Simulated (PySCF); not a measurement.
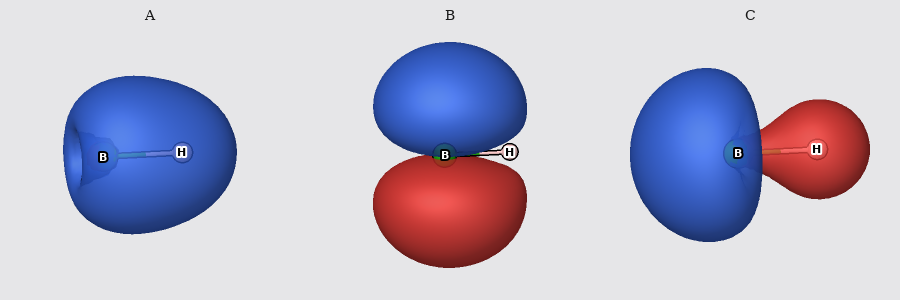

Figure 1: BH. Three frontier orbitals, each drawn at the value that holds 80 % of its norm (blue and red are the two phases), in no order; of a degenerate pair one member is drawn.

Theory: PBE0/def2-SVPD, non-relativistic Hamiltonian with scalar-relativistic core potentials where named, at a bond length of 1.250 Å (PySCF).

### Name the orbitals and rank them from lowest to highest energy.

Orbital A: σ, occupied, −13.42 eV; shared between the atoms (B 65 %, H 35 %).
Orbital C: σ, occupied, −6.64 eV; mainly on B (85 %).
Orbital B: π, empty, −2.36 eV; mainly on B (90 %).
